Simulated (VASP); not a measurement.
Band structure of Li$_{2}$S (antifluorite). These are PBE GGA with D3 dispersion (zero damping), VASP's PBE PAW potentials (set 64) (plane waves; VASP) values and carry that method's errors.

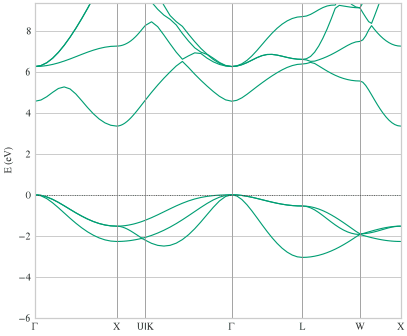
Fig. 1. Bands along high-symmetry lines, zero at the valence-band maximum or, without a gap, the Fermi level

Read the plot: is there a gap, and where are the band edges?

The gap is indirect, 3.35 eV, from the valence maximum at Γ to the conduction minimum at X. (Edges off the drawn lines would not show.)

The compound is Li2S in the antifluorite structure. It was relaxed first, which changed the volume by -6 %.
